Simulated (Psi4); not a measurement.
# N2: geometry relaxation (part 3 of 3)

N2, SMILES N#N; r2SCAN-3c/def2-mTZVPP, RKS (Psi4 1.11). The atoms were displaced at random from an optimised geometry.

Geometry of the input (Å):
```
N  0.4726  -0.1388  0.1424
N  -0.4890  0.1076  -0.1749
```

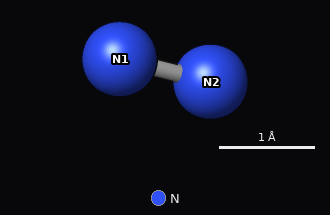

Figure 1. The geometry at step 2 of the log (ball-and-stick view, seen at a tilt; atoms are numbered from 1 in the order of the input).

The program's output, continued
```
Next Geometry in Ang
	Fragment 1 (Ang)

	    N   0.0000000000   0.0000000000  -0.5468955448
	    N   0.0000000000   0.0000000000   0.5468955448

    Structure for next step:
    Molecular point group: d2h
    Full point group: D_inf_h

    Geometry (in Angstrom), charge = 0, multiplicity = 1:

    N
    N             1          R2

    R2        =    1.0937910896

gradient() will perform analytic gradient computation.

  ==> Geometry <==

    Molecular point group: d2h
    Full point group: D_inf_h

    Geometry (in Angstrom), charge = 0, multiplicity = 1:

       Center              X                  Y                   Z               Mass
    ------------   -----------------  -----------------  -----------------  -----------------
         N            0.000000000000     0.000000000000    -0.546895544809    14.003074004430
         N            0.000000000000     0.000000000000     0.546895544809    14.003074004430

  Running in d2h symmetry.

  Rotational constants: A = ************  B =      2.01249  C =      2.01249 [cm^-1]
  Rotational constants: A = ************  B =  60333.01778  C =  60333.01778 [MHz]
  Nuclear repulsion =   23.706248449951506

  Charge       = 0
  Multiplicity = 1
  Electrons    = 14
  Nalpha       = 7
  Nbeta        = 7

  ==> MemDFJK: Density-Fitted J/K Matrices <==

    J tasked:                   Yes
    K tasked:                    No
    wK tasked:                   No
    Memory [MiB]:               999
    Algorithm:                 Core
    Schwarz Cutoff:           1E-12
    Mask sparsity (%):       0.0868
    Fitting Condition:        1E-10

   => Auxiliary Basis Set <=

  Basis Set: (DEF2-MTZVPP AUX)
    Blend: DEF2-UNIVERSAL-JKFIT
    Number of shells: 50
    Number of basis functions: 154
    Number of Cartesian functions: 186
    Spherical Harmonics?: true
    Max angular momentum: 4

  Cached 100.0% of DFT collocation blocks in 0.142 [GiB].

  Minimum eigenvalue in the overlap matrix is 2.2394203613E-04.
  Reciprocal condition number of the overlap matrix is 4.8172248977E-05.
    Using symmetric orthogonalization.

  ==> Iterations <==

                           Total Energy        Delta E     RMS |[F,P]|

   @DF-RKS iter   0:  -109.50499297216416   -1.09505e+02   4.13341e-04
   @DF-RKS iter   1:  -109.50679206585647   -1.79909e-03   6.25558e-05 DIIS
   @DF-RKS iter   2:  -109.50679248803523   -4.22179e-07   4.46765e-05 DIIS
   @DF-RKS iter   3:  -109.50679279634235   -3.08307e-07   2.56728e-06 DIIS
   @DF-RKS iter   4:  -109.50679279714082   -7.98465e-10   6.80596e-07 DIIS
   @DF-RKS iter   5:  -109.50679279721085   -7.00311e-11   1.88896e-08 DIIS
   @DF-RKS iter   6:  -109.50679279721091   -5.68434e-14   3.65095e-10 DIIS
  Energy and wave function converged.

  ==> Post-Iterations <==

   Electrons on quadrature grid:
      Ntotal   =   13.9999999072 ; deviation = -9.283e-08

    Final Occupation by Irrep:
             Ag   B1g   B2g   B3g    Au   B1u   B2u   B3u
    DOCC [     3,    0,    0,    0,    0,    2,    1,    1 ]
    NA   [     3,    0,    0,    0,    0,    2,    1,    1 ]
    NB   [     3,    0,    0,    0,    0,    2,    1,    1 ]

  @DF-RKS Final Energy:  -109.50679279721091

   => Energetics <=

    Nuclear Repulsion Energy =             23.7062484499515058
    One-Electron Energy =                -194.7150584499131298
    Two-Electron Energy =                  75.1506129909593312
    DFT Exchange-Correlation Energy =     -13.6498651664939423
    Empirical Dispersion Energy =           0.0012693782853081
    VV10 Nonlocal Energy =                  0.0000000000000000
    Total Energy =                       -109.5067927972109061

Computation Completed

Properties will be evaluated at   0.000000,   0.000000,   0.000000 [a0]

Properties computed using the SCF density matrix

 Multipole Moments:

 ------------------------------------------------------------------------------------
     Multipole            Electronic (a.u.)      Nuclear  (a.u.)        Total (a.u.)
 ------------------------------------------------------------------------------------

 L = 1.  Multiply by 2.5417464519 to convert [e a0] to [Debye]
 Dipole X            :          0.0000000            0.0000000            0.0000000
 Dipole Y            :          0.0000000            0.0000000            0.0000000
 Dipole Z            :          0.0000000            0.0000000            0.0000000
 Magnitude           :                                                    0.0000000

 ------------------------------------------------------------------------------------

	total time  =          1 seconds =       0.02 minutes

         ------------------------------------------------------------
                                   SCF GRAD
         ------------------------------------------------------------

  ==> Geometry <==

    Molecular point group: d2h
    Full point group: D_inf_h

    Geometry (in Angstrom), charge = 0, multiplicity = 1:

       Center              X                  Y                   Z               Mass
    ------------   -----------------  -----------------  -----------------  -----------------
         N            0.000000000000     0.000000000000    -0.546895544809    14.003074004430
         N            0.000000000000     0.000000000000     0.546895544809    14.003074004430

  Nuclear repulsion =   23.706248449951506

   => Molecular Quadrature <=

    Radial Scheme          =       TREUTLER
    Pruning Scheme         =           NONE
    Nuclear Scheme         =       TREUTLER

    Blocking Scheme        =         OCTREE
    BS radius alpha        =              1
    Pruning alpha          =              1
    Radial Points          =             75
    Spherical Points       =            302
    Total Points           =          42988
    Total Blocks           =            390
    Max Points             =            251
    Max Functions          =             48
    Weights Tolerance      =       1.00E-15

  -Total Gradient:
     Atom            X                  Y                   Z
    ------   -----------------  -----------------  -----------------
       1       -0.000000000000     0.000000000000     0.001118949048
       2       -0.000000000000     0.000000000000    -0.001118949048

	total time  =          0 seconds =       0.00 minutes

    			-----------------------------------------

    			 OPTKING 3.0: for geometry optimizations

    			        with contributions from

    			-----------------------------------------

	                            ===> Fragment 1 <==

	 Z (Atomic Numbers)          Masses                          Geom
	       7.000000            14.003074          0.00000000  0.00000000 -1.03348280
	       7.000000            14.003074          0.00000000  0.00000000  1.03348280

	 - Coordinate -           - BOHR/RAD -       - ANG/DEG -
	 R(1,2)           =         2.066966           1.093791

	        --- Internal Coordinate Step in ANG or DEG, aJ/ANG or AJ/DEG ---
	-------------------------------------------------------------------------------
	           Coordinate      Previous         Force          Change          New
	           ----------      --------        ------          ------        ------
	               R(1,2)       1.09379        0.00922        0.00031       1.09410
	-------------------------------------------------------------------------------

	                                 ==> Convergence Check <==

	Measures of convergence in internal coordinates in au.

	Criteria marked as inactive (o), active & met (*), and active & unmet ( ).

	----------------------------------------------------------------------------------------------
	   Step    Total Energy     Delta E     Max Force     RMS Force      Max Disp      RMS Disp
	----------------------------------------------------------------------------------------------
	  Convergence Criteria     1.00e-06 *    3.00e-04 *             o    1.20e-03 *             o
	----------------------------------------------------------------------------------------------
	     4    -109.50679280   -1.19e-05      1.12e-03      1.12e-03 o    5.84e-04 *    5.84e-04 o  ~
	----------------------------------------------------------------------------------------------

Next Geometry in Ang
	Fragment 1 (Ang)

	    N   0.0000000000   0.0000000000  -0.5470501859
	    N   0.0000000000   0.0000000000   0.5470501859

    Structure for next step:
    Molecular point group: d2h
    Full point group: D_inf_h

    Geometry (in Angstrom), charge = 0, multiplicity = 1:

    N
    N             1          R2

    R2        =    1.0941003717

gradient() will perform analytic gradient computation.

  ==> Geometry <==

    Molecular point group: d2h
    Full point group: D_inf_h

    Geometry (in Angstrom), charge = 0, multiplicity = 1:

       Center              X                  Y                   Z               Mass
    ------------   -----------------  -----------------  -----------------  -----------------
         N            0.000000000000     0.000000000000    -0.547050185862    14.003074004430
         N            0.000000000000     0.000000000000     0.547050185862    14.003074004430

  Running in d2h symmetry.

  Rotational constants: A = ************  B =      2.01136  C =      2.01136 [cm^-1]
  Rotational constants: A = ************  B =  60298.91252  C =  60298.91252 [MHz]
  Nuclear repulsion =   23.699547128376654

  Charge       = 0
  Multiplicity = 1
  Electrons    = 14
  Nalpha       = 7
  Nbeta        = 7

   => Auxiliary Basis Set <=

  Basis Set: (DEF2-MTZVPP AUX)
    Blend: DEF2-UNIVERSAL-JKFIT
    Number of shells: 50
    Number of basis functions: 154
    Number of Cartesian functions: 186
    Spherical Harmonics?: true
    Max angular momentum: 4

  Cached 100.0% of DFT collocation blocks in 0.142 [GiB].

  Minimum eigenvalue in the overlap matrix is 2.2423136808E-04.
  Reciprocal condition number of the overlap matrix is 4.8238503512E-05.
    Using symmetric orthogonalization.

  ==> Iterations <==

                           Total Energy        Delta E     RMS |[F,P]|

   @DF-RKS iter   0:  -109.50647996115273   -1.09506e+02   7.15873e-05
   @DF-RKS iter   1:  -109.50679300780165   -3.13047e-04   1.08559e-05 DIIS
   @DF-RKS iter   2:  -109.50679302051589   -1.27142e-08   7.75203e-06 DIIS
   @DF-RKS iter   3:  -109.50679302979897   -9.28308e-09   4.45480e-07 DIIS
   @DF-RKS iter   4:  -109.50679302982300   -2.40306e-11   1.18005e-07 DIIS
   @DF-RKS iter   5:  -109.50679302982505   -2.04636e-12   3.26510e-09 DIIS
  Energy and wave function converged.

  ==> Post-Iterations <==

   Electrons on quadrature grid:
      Ntotal   =   13.9999999062 ; deviation = -9.379e-08

    Orbital Energies [Eh]
    ---------------------

    Doubly Occupied:

       1Ag   -14.261457     1B1u  -14.260000     2Ag    -1.093675
       2B1u   -0.522224     1B3u   -0.441272     1B2u   -0.441272
       3Ag    -0.394239

    Virtual:

       1B3g   -0.057757     1B2g   -0.057757     4Ag     0.239909
       3B1u    0.278752     2B2u    0.314305     2B3u    0.314305
       5Ag     0.366534     1B1g    0.405290     6Ag     0.405290
       2B3g    0.443253     2B2g    0.443253     4B1u    0.527645
       3B2u    0.656001     3B3u    0.656001     1Au     0.684007
       5B1u    0.684008     6B1u    0.695286     3B3g    0.951079
       3B2g    0.951079     7Ag     0.992794     7B1u    1.186441
       8Ag     1.752669     4B2u    1.999581     4B3u    1.999581
       8B1u    2.068772     9Ag     2.091386     5B2u    2.200362
       5B3u    2.200362     4B3g    2.266858     4B2g    2.266858
      10Ag     2.399609     2B1g    2.399609     9B1u    2.705113
      10B1u    2.765917     2Au     2.765918    11Ag     3.402700
       5B3g    3.488589     5B2g    3.488589    11B1u    4.664873
      12Ag    31.168250    12B1u   31.759821

    Final Occupation by Irrep:
             Ag   B1g   B2g   B3g    Au   B1u   B2u   B3u
    DOCC [     3,    0,    0,    0,    0,    2,    1,    1 ]
    NA   [     3,    0,    0,    0,    0,    2,    1,    1 ]
    NB   [     3,    0,    0,    0,    0,    2,    1,    1 ]

  @DF-RKS Final Energy:  -109.50679302982505

   => Energetics <=

    Nuclear Repulsion Energy =             23.6995471283766541
    One-Electron Energy =                -194.7021367983918481
    Two-Electron Energy =                  75.1439875433945588
    DFT Exchange-Correlation Energy =     -13.6494615100597709
    Empirical Dispersion Energy =           0.0012706068553541
    VV10 Nonlocal Energy =                  0.0000000000000000
    Total Energy =                       -109.5067930298250474

Computation Completed

Properties will be evaluated at   0.000000,   0.000000,   0.000000 [a0]

Properties computed using the SCF density matrix

 Multipole Moments:

 ------------------------------------------------------------------------------------
     Multipole            Electronic (a.u.)      Nuclear  (a.u.)        Total (a.u.)
 ------------------------------------------------------------------------------------

 L = 1.  Multiply by 2.5417464519 to convert [e a0] to [Debye]
 Dipole X            :          0.0000000            0.0000000            0.0000000
 Dipole Y            :          0.0000000            0.0000000            0.0000000
 Dipole Z            :          0.0000000            0.0000000            0.0000000
 Magnitude           :                                                    0.0000000

 ------------------------------------------------------------------------------------

	total time  =          1 seconds =       0.02 minutes

         ------------------------------------------------------------
                                   SCF GRAD
         ------------------------------------------------------------

  ==> Geometry <==

    Molecular point group: d2h
    Full point group: D_inf_h

    Geometry (in Angstrom), charge = 0, multiplicity = 1:

       Center              X                  Y                   Z               Mass
    ------------   -----------------  -----------------  -----------------  -----------------
         N            0.000000000000     0.000000000000    -0.547050185862    14.003074004430
         N            0.000000000000     0.000000000000     0.547050185862    14.003074004430

  Nuclear repulsion =   23.699547128376654

   => Molecular Quadrature <=

    Radial Scheme          =       TREUTLER
    Pruning Scheme         =           NONE
    Nuclear Scheme         =       TREUTLER

    Blocking Scheme        =         OCTREE
    BS radius alpha        =              1
    Pruning alpha          =              1
    Radial Points          =             75
    Spherical Points       =            302
    Total Points           =          42988
    Total Blocks           =            390
    Max Points             =            251
    Max Functions          =             48
    Weights Tolerance      =       1.00E-15

  -Total Gradient:
     Atom            X                  Y                   Z
    ------   -----------------  -----------------  -----------------
       1       -0.000000000000     0.000000000000     0.000194464566
       2        0.000000000000     0.000000000000    -0.000194464566

	total time  =          0 seconds =       0.00 minutes

    			-----------------------------------------

    			 OPTKING 3.0: for geometry optimizations

    			        with contributions from

    			-----------------------------------------

	                            ===> Fragment 1 <==

	 Z (Atomic Numbers)          Masses                          Geom
	       7.000000            14.003074          0.00000000  0.00000000 -1.03377503
	       7.000000            14.003074          0.00000000  0.00000000  1.03377503

	 - Coordinate -           - BOHR/RAD -       - ANG/DEG -
	 R(1,2)           =         2.067550           1.094100

	        --- Internal Coordinate Step in ANG or DEG, aJ/ANG or AJ/DEG ---
	-------------------------------------------------------------------------------
	           Coordinate      Previous         Force          Change          New
	           ----------      --------        ------          ------        ------
	               R(1,2)       1.09410        0.00160        0.00005       1.09415
	-------------------------------------------------------------------------------

	                                 ==> Convergence Check <==

	Measures of convergence in internal coordinates in au.

	Criteria marked as inactive (o), active & met (*), and active & unmet ( ).

	----------------------------------------------------------------------------------------------
	   Step    Total Energy     Delta E     Max Force     RMS Force      Max Disp      RMS Disp
	----------------------------------------------------------------------------------------------
	  Convergence Criteria     1.00e-06 *    3.00e-04 *             o    1.20e-03 *             o
	----------------------------------------------------------------------------------------------
	     5    -109.50679303   -2.33e-07 *    1.94e-04 *    1.94e-04 o    1.02e-04 *    1.02e-04 o  ~
	----------------------------------------------------------------------------------------------

Next Geometry in Ang
	Fragment 1 (Ang)

	    N   0.0000000000   0.0000000000  -0.5470770891
	    N   0.0000000000   0.0000000000   0.5470770891

    Final optimized geometry and variables:
    Molecular point group: d2h
    Full point group: D_inf_h

    Geometry (in Angstrom), charge = 0, multiplicity = 1:

    N
    N             1          R2

    R2        =    1.0941003717

    Psi4 run time: 0:00:09.19

[set-up sections that repeat, and orbital energies of the middle runs, are left out above]
```

Standard output
```
Optimizer: Optimization complete!
```

Trajectory as extended XYZ (Å, eV, eV/Å), 5 frames, from step=0 to step=4
```
2
Properties=species:S:1:pos:R:3:forces:R:3 step=0 energy=-2979.59547
N     0.4726   -0.1388    0.1424    8.9218  -2.2866   2.9446
N    -0.4890    0.1076   -0.1749   -8.9218   2.2866  -2.9446
2
Properties=species:S:1:pos:R:3:forces:R:3 step=1 energy=-2979.81927
N     0.4908   -0.1435    0.1484    1.8638  -0.4777   0.6151
N    -0.5072    0.1123   -0.1810   -1.8638   0.4777  -0.6151
2
Properties=species:S:1:pos:R:3:forces:R:3 step=2 energy=-2979.83131
N     0.4956   -0.1447    0.1500    0.3078  -0.0789   0.1016
N    -0.5120    0.1135   -0.1825   -0.3078   0.0789  -0.1016
2
Properties=species:S:1:pos:R:3:forces:R:3 step=3 energy=-2979.83164
N     0.4964   -0.1449    0.1503    0.0531  -0.0136   0.0175
N    -0.5128    0.1137   -0.1828   -0.0531   0.0136  -0.0175
2
Properties=species:S:1:pos:R:3:forces:R:3 step=4 energy=-2979.83164
N     0.4966   -0.1450    0.1503    0.0092  -0.0024   0.0031
N    -0.5129    0.1138   -0.1829   -0.0092   0.0024  -0.0031
```

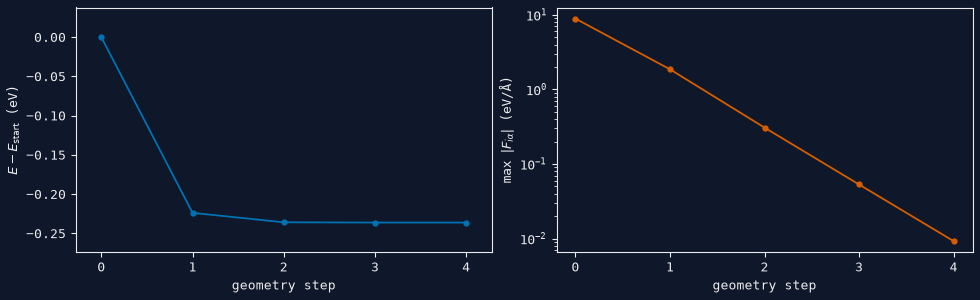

Figure 2. Progress of the relaxation, step by step (steps are counted from 0).

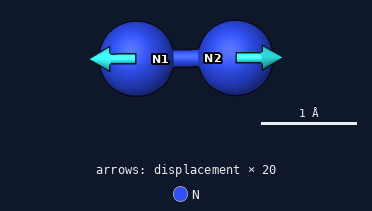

Figure 3. The starting structure with the displacements as teal arrows, magnified 20 times (ball-and-stick view, seen at a tilt). The two geometries are laid on each other by the best rigid fit. After 4 geometry steps the energy has fallen by 0.236 eV. Largest force component: 8.9 eV/Å at the start, 0.0092 eV/Å at the end. The largest moves after the best rigid fit, 0.026 Å, are those of N1 and N2. Among the contacts that change: N1–N2 1.042 → 1.094 Å. (Atoms are counted from 1 in the order of the input.)

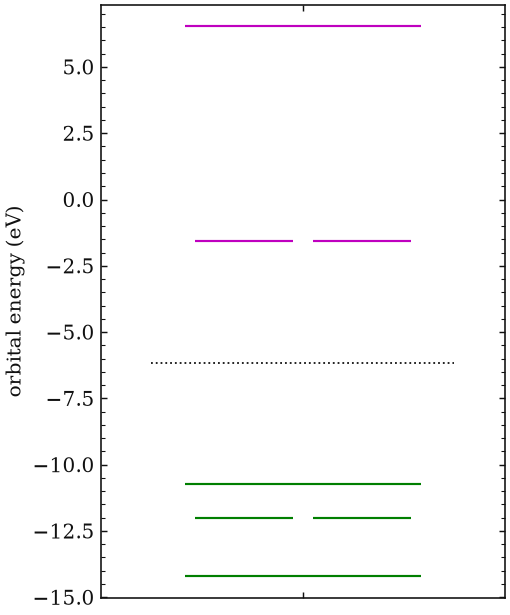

Figure 4. Orbital energies near the frontier; the dotted line parts filled from empty levels, and levels within 0.02 eV of each other stand side by side. Highest filled −10.73 eV, lowest empty −1.57 eV, 9.16 eV apart.

Summary

| quantity | value |
| --- | --- |
| outcome | converged |
| total energy | −109.506793 hartree |
| dispersion energy | −0.000105 hartree |
| HOMO | −10.73 eV |
| LUMO | −1.57 eV |
| dipole moment | 0.00 D |
| wall time | 10 s |
| peak memory | 0.37 GiB |
